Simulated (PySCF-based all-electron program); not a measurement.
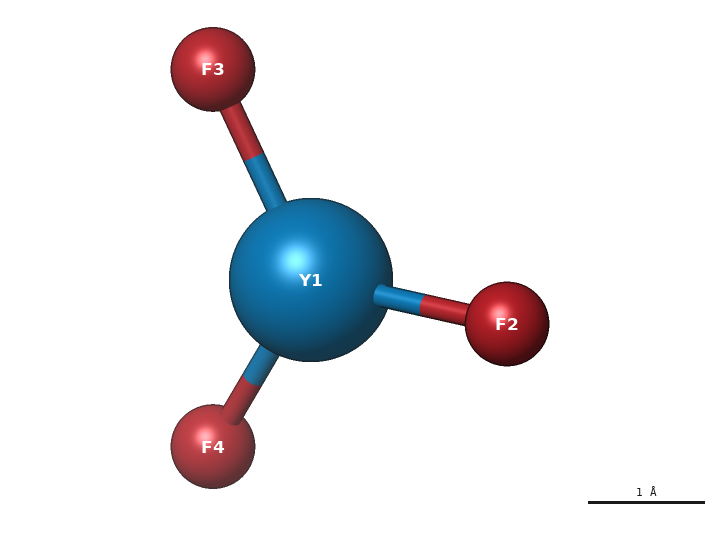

Simulated data, not a measurement (program: PySCF-based all-electron program).

Orthographic view with a scale bar. Charge 0, singlet. Geometry: a fixed input geometry, not necessarily a minimum.

Write Cartesian coordinates in Å in the frame of the picture: x to the right, y up, z towards the viewer, origin at the mean of the atomic positions.

```xyz
4
YF3
Y    0.00   0.00   0.00
F    1.70  -0.38   1.02
F   -0.85   1.83   0.11
F   -0.85  -1.45  -1.12
```
